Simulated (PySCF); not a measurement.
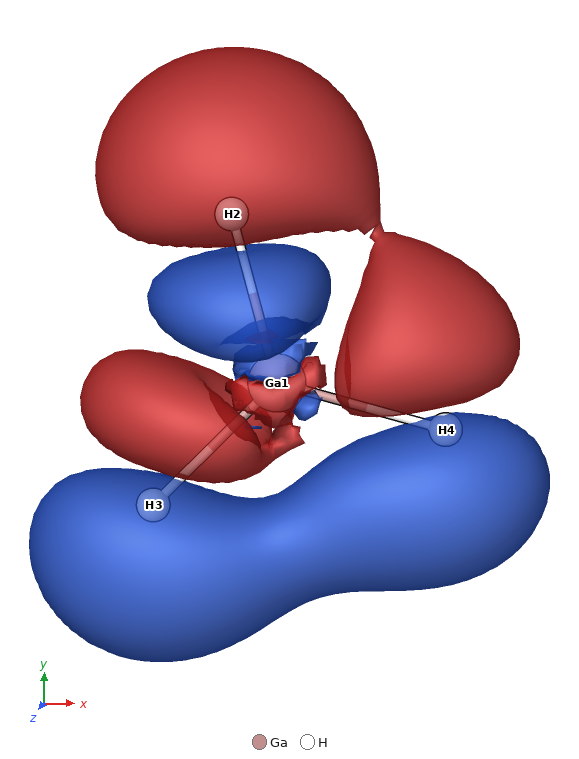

Figure. GaH₃. Change of the electron density in a uniform field of 0.41 V/Å, surfaces at ±0.0015 e/Å³ (red: gain, blue: loss).

PySCF calculation, B3LYP/def2-SVPD, gas phase; geometry: GFN2-xTB. No frequency check shows the geometry to be a minimum. GFN2-xTB bond lengths at metals and heavier atoms can be off by up to 0.1 Å and shapes distorted, which carries into these values.

Cartesian coordinates (Å):

```
Ga1      0.0000   -0.0000    0.0000
H2      -0.4051    1.5132    0.0000
H3      -1.1082   -1.1072    0.0000
H4       1.5131   -0.4058    0.0000
```

The field was applied in both directions; the picture shows the one opposite to the script's first.

Question: Along which Cartesian direction does the field point?

Answer: Along −y: electrons gather on the +y side, against the field.

Question: How large is the response?

Answer: The induced dipole is 0.76 D (along the field); α along this axis, from the fields in both directions, is 37 bohr³ (5.5 Å³).
